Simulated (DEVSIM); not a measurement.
Device: CdS/CdTe n-p heterojunction, at 400 K.

```
layer (left to right)  material  thickness (μm)  Nd (cm⁻³)  Na (cm⁻³)  τn (s)  τp (s)
---------------------  --------  --------------  ---------  ---------  ------  ------
1                           CdS          0.0980     4.7e17          -  3.6e-8  3.6e-8
2                          CdTe            12.0          -     7.5e17  3.6e-8  3.6e-8
```

Left contact: ohmic. Right contact: ohmic. Voltage is applied to the left contact. Recombination: SRH at mid-gap, radiative. Mobility is μmin + (μ − μmin)/(1 + (N/Nref)^α).

Constants are typed, rounded textbook-type inputs, not results; the design itself was drawn at random and stands for no fabricated device. Values at 300 K; Nc and Nv go as T^1.5, mobilities as T to minus their exponent, the gap by Varshni's rule with the affinity fixed.

```
parameter             CdS     CdTe
----------------  -------  -------
gap (eV)              2.4      1.5
affinity (eV)         4.3     4.28
permittivity            9     10.2
Nc (cm⁻³)          2.2e18     8e17
Nv (cm⁻³)          1.8e19   1.8e19
μn (cm²/Vs)           300     1000
μp (cm²/Vs)            25       80
μn,min                 30      100
μp,min                  3       10
Nref,n               1e17     1e17
Nref,p               1e17     1e17
αn                    0.6      0.6
αp                    0.6      0.6
T exponent of μn      1.5      1.7
T exponent of μp      1.5      1.5
B (cm³/s)           1e-10    1e-10
Varshni α (eV/K)  0.00039  0.00031
Varshni β (K)         103      108
```

Simulated with DEVSIM: 1D drift-diffusion, Boltzmann statistics, complete ionisation; no tunnelling, impact ionisation, image-force lowering or self-heating. Band offsets follow the typed affinities; no thermionic-emission limit at abrupt steps, no polarisation charge.

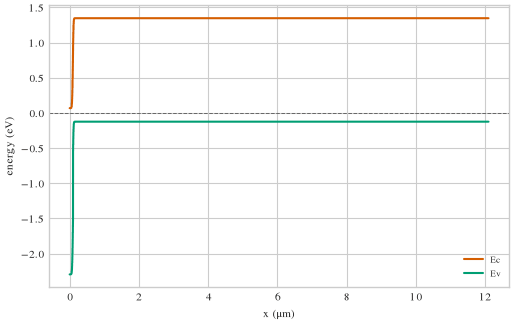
Figure: Band edges at zero bias

Energies count from the Fermi level of the right contact; mesh points crowd at the junctions.

| x (μm) | Ec (eV) | Ev (eV) | n (cm⁻³) | p (cm⁻³) | field (V/cm) |
|---|---|---|---|---|---|
| 0.000 | 0.068 | -2.295 | 4.7e17 | < 1e2 | ≈ 0 |
| 0.006215 | 0.068 | -2.295 | 4.7e17 | < 1e2 | ≈ 0 |
| 0.01966 | 0.068 | -2.295 | 4.7e17 | < 1e2 | 71 |
| 0.04678 | 0.072 | -2.291 | 4.2e17 | < 1e2 | 6000 |
| 0.08243 | 0.391 | -1.972 | 4.0e13 | < 1e2 | 230000 |
| 0.09368 | 0.713 | -1.650 | 3.5e9 | < 1e2 | 340000 |
| 0.09885 | 0.917 | -0.554 | 3400000 | 2.9e12 | 320000 |
| 0.1102 | 1.199 | -0.271 | 950 | 1.1e16 | 170000 |
| 0.1333 | 1.343 | -0.128 | < 1e2 | 6.8e17 | 6100 |
| 0.1875 | 1.346 | -0.124 | < 1e2 | 7.5e17 | ≈ 0 |
| 0.3154 | 1.346 | -0.124 | < 1e2 | 7.5e17 | ≈ 0 |
| 0.7616 | 1.346 | -0.124 | < 1e2 | 7.5e17 | ≈ 0 |
| 1.667 | 1.346 | -0.124 | < 1e2 | 7.5e17 | ≈ 0 |
| 3.800 | 1.346 | -0.124 | < 1e2 | 7.5e17 | ≈ 0 |
| 8.976 | 1.346 | -0.124 | < 1e2 | 7.5e17 | ≈ 0 |
| 10.72 | 1.346 | -0.124 | < 1e2 | 7.5e17 | ≈ 0 |
| 11.52 | 1.346 | -0.124 | < 1e2 | 7.5e17 | ≈ 0 |
| 11.85 | 1.346 | -0.124 | < 1e2 | 7.5e17 | ≈ 0 |
| 12.02 | 1.346 | -0.124 | < 1e2 | 7.5e17 | ≈ 0 |
| 12.07 | 1.346 | -0.124 | < 1e2 | 7.5e17 | ≈ 0 |
| 12.09 | 1.346 | -0.124 | < 1e2 | 7.5e17 | ≈ 0 |
| 12.10 | 1.346 | -0.124 | < 1e2 | 7.5e17 | ≈ 0 |
